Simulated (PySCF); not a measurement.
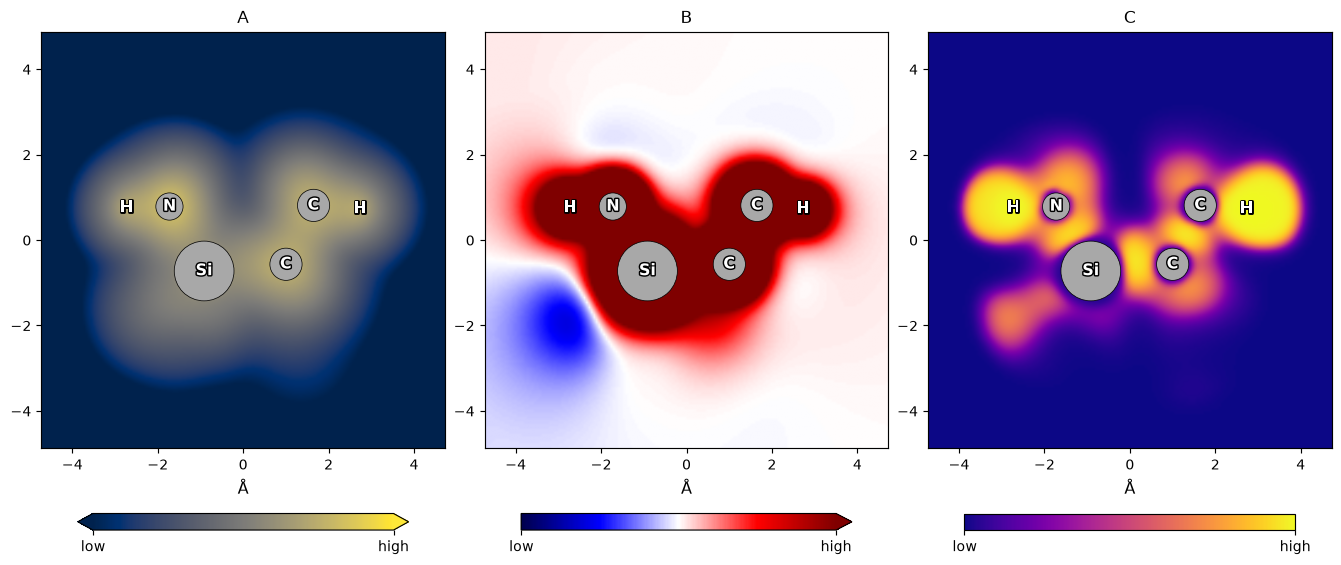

C2H10N2OSi2 (SMILES C[C@H]1[SiH2]O[Si]1(N)N): 3 fields on the plane of atoms C1, C2 and Si5, with unlabelled colour scales. Grey discs cover the atomic cores.

Geometry: GFN2-xTB.

Theory: PBE0/pcSseg-1, SCF density, gas phase, non-relativistic in PySCF 2.14.0.

### The panels show electron density, electron localisation function and electrostatic potential in some order. Assign them.

Panel A: electron density. Panel B: electrostatic potential (strongly positive close to the atoms, with negative regions outside electron-rich atoms). Panel C: electron localisation function. From the grid: C–C (1.52 Å): ρ is about 1.6 e/Å³ halfway; the ELF peaks at about 0.95 between the atoms, as expected for localised, covalent bonding. Si–N (1.72 Å): ρ at the midpoint is about 1.1 e/Å³; the ELF peaks at about 0.90 between the atoms; a shared but strongly polarised pair.
